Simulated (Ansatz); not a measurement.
## Electronic structure of H₆OSi₂···HCl in real space

```xyz
11

Si   -0.8099   -0.7874    0.4167
Cl    3.0766    0.5790   -0.2236
H    -1.4734   -1.8488   -0.3919
H    -1.5699   -0.6633    1.6924
Si   -0.7541    1.2468   -0.7378
H     2.1815   -0.2531    0.2267
O     0.7663   -1.2373    0.7461
H    -0.1179    2.3044    0.0868
H    -0.0392    1.1014   -2.0304
H    -2.1718    1.6187   -1.0020
H     0.9118   -2.0602    1.2169
```

The product side of a reaction path; geometry: PBE0-D4/def2-TZVP.

Theory: RKS PBE0-D4/def2-TZVPP in Ansatz 0.2.0.

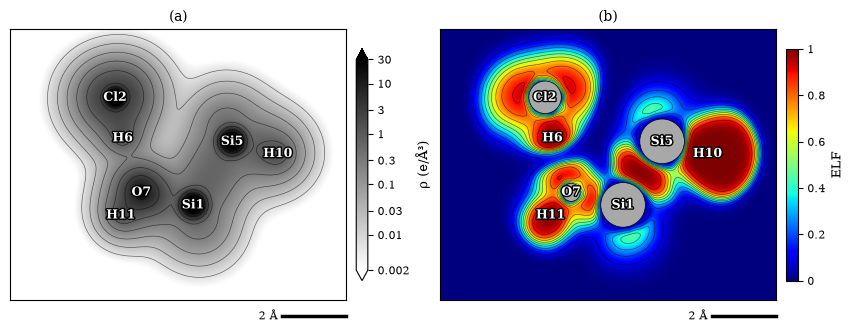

Figure 1. (a) electron density; (b) electron localisation function on the plane of atoms Si5, Si1 and O7. Grey discs cover the atomic cores in the ELF map.

Question: Describe what can be read from this map.

Answer: The section cuts through Si, Cl, H and O sites. O7···H6 (1.80 Å): the density falls to about 0.25 e/Å³ on the way; the ELF dips to about 0.15 between them. Si–O (1.67 Å): ρ is about 1.1 e/Å³ halfway; the ELF peaks at about 0.90 between the atoms (a shared but strongly polarised pair). Si–Si (2.34 Å): ρ is about 0.65 e/Å³ halfway; the ELF peaks at about 1 between the atoms (a shared electron pair). O–H (0.96 Å): the density is about 3.8 e/Å³ at the midpoint; the ELF climbs to about 1 towards the hydrogen, as it does in any bond to H; a covalent bond by its length. Cl–H (1.30 Å): ρ is about 2 e/Å³ halfway; the ELF climbs to about 1 towards the hydrogen: a covalent bond by its length. The ELF also peaks beside Cl2, away from the bonds: lone-pair regions.

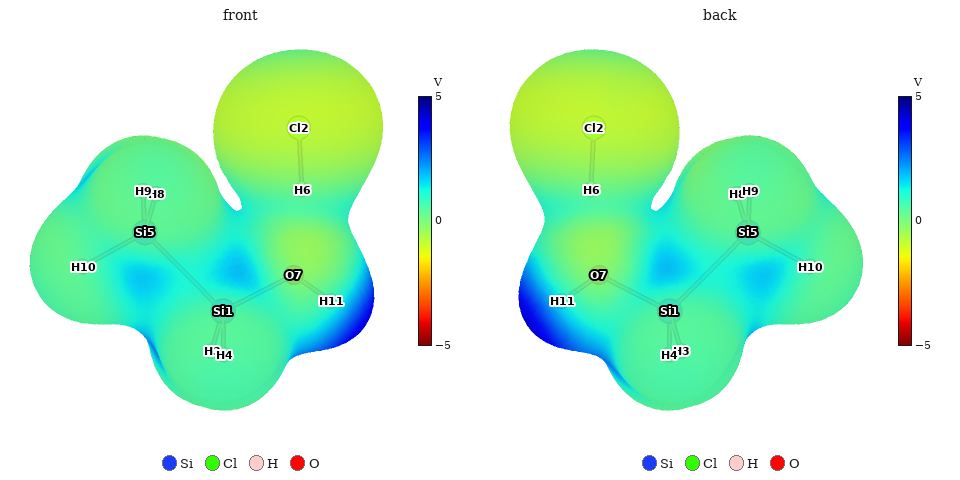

Figure 2. The molecular electrostatic potential painted on the density surface at 0.004 e/bohr³, seen from the front and from behind; red is negative and blue positive.

Question: Where is the surface potential most negative and most positive?

Answer: The most negative region (about −0.9 V) lies over Cl2, the most positive (about +4.0 V) over H11. Cl2 shows a σ-hole: about +0.2 V at the tip opposite its bond, against about −0.9 V on its flanks.

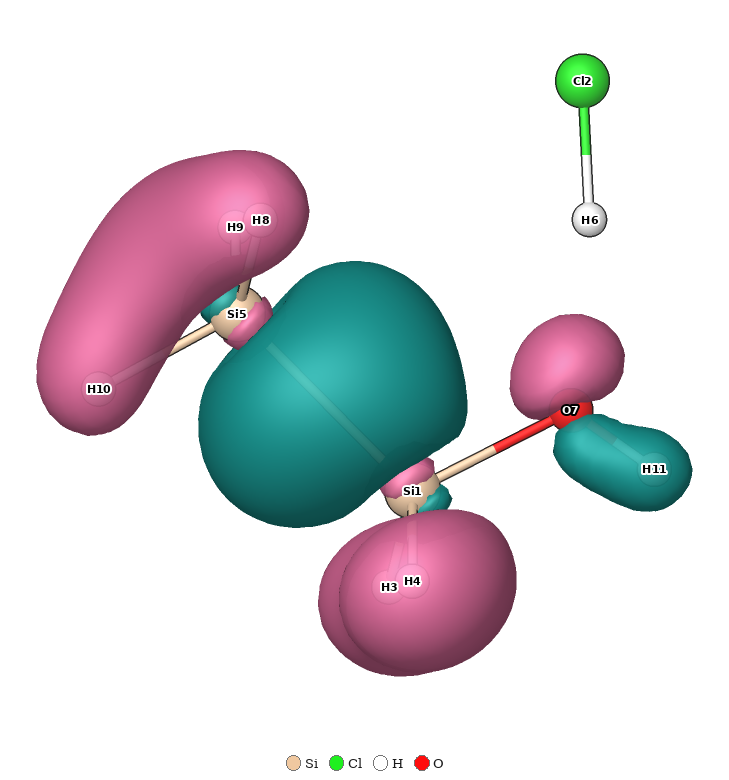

Figure 3. One frontier orbital at ±0.1 Å⁻³ᐟ² (teal and pink are the two phases), seen across its widest extent.

Question: Which orbital is it: HOMO or LUMO?

Answer: The HOMO, at −8.48 eV. It lies mainly on Si5 (about 35 %), Si1 (about 35 %), H4 (about 5 %) and H3 (about 5 %).
